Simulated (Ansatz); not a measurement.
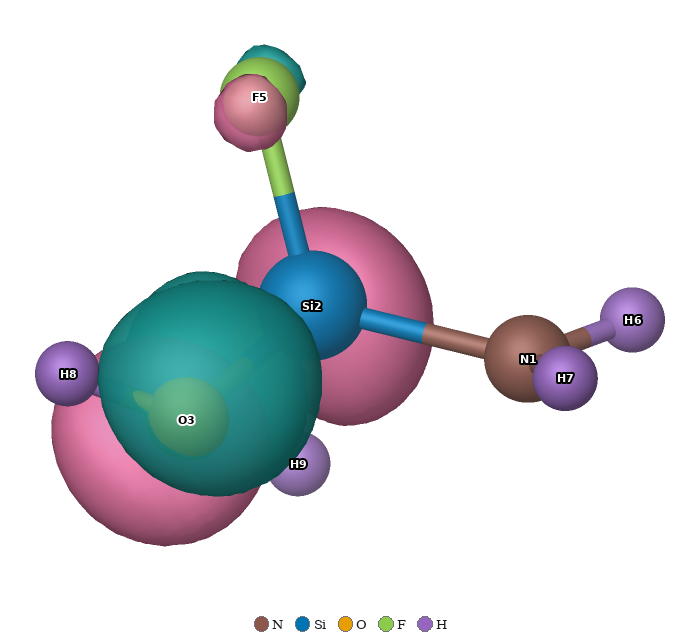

FH4NO2Si (SMILES N[Si](O)(O)F). The HOMO−1 at ±0.15 Å⁻³ᐟ² (teal and pink are the two phases), seen from one side.

Geometry: PBE0-D4/def2-TZVP.

All numbers below come from RKS PBE0-D4/def2-TZVPP (Ansatz 0.2.0).

| atom | x (Å) | y (Å) | z (Å) |
| --- | --- | --- | --- |
| N | -0.6046 | 0.4165 | -1.1685 |
| Si | 0.2794 | 0.0831 | 0.2291 |
| O | 0.8077 | -1.4481 | 0.0517 |
| O | -0.6159 | 0.3724 | 1.5590 |
| F | 1.5550 | 1.0057 | 0.4733 |
| H | -1.1491 | 1.2570 | -1.2576 |
| H | -0.3162 | 0.0504 | -2.0598 |
| H | 1.5892 | -1.6998 | 0.5450 |
| H | -1.4568 | -0.0835 | 1.6107 |

**What is the character of this orbital?**

Its weight (Hirshfeld) is mainly on O4 (about 45 %) and O3 (about 40 %); largely a combination of lone pairs on O4 and O3. Its energy is −9.31 eV.
